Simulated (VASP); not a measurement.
Consider the following.

```yaml
crystal:
  lattice:
    - [4.34429, 0.00000, 0.00000]
    - [-2.17215, 3.76227, 0.00000]
    - [0.00000, 0.00000, 7.13586]
  atoms:
    - { symbol: Cd, position: [0.66667, 0.33333, 0.47229] }
    - { symbol: Cd, position: [0.00000, 0.00000, 0.02498] }
    - { symbol: Te, position: [0.00000, 0.00000, 0.63122] }
    - { symbol: S, position: [0.66667, 0.33333, 0.11951] }
```

Computed with PBEsol GGA, VASP's PBE PAW potentials (set 64) (plane waves; VASP). Run with 400 eV cut-off, 9×9×5 Γ-centred mesh, tetrahedra with Blöchl corrections, potentials Cd Te S.

Unless said otherwise, spin-orbit coupling is left out, though it shifts the bands of the heavy elements here.

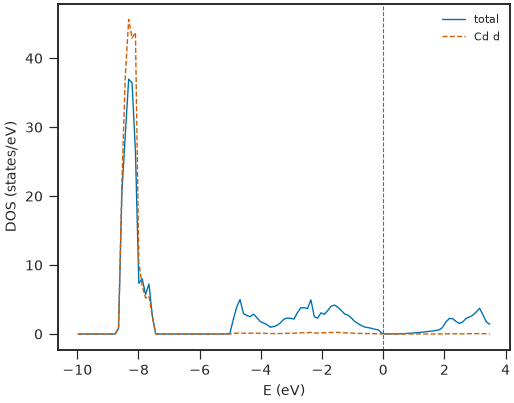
Figure: Total and projected density of states, zero at the Fermi level

Within 2 eV below the Fermi level the largest weight inside VASP's projection spheres is Te p, then S p.

It has no gap at this level: it comes out as a metal or semimetal.

The structure comes from a computed database's Cd2TeS entry (P3m1); how it stands against other phases isn't given here. It was relaxed first, which changed the volume by -6 %.
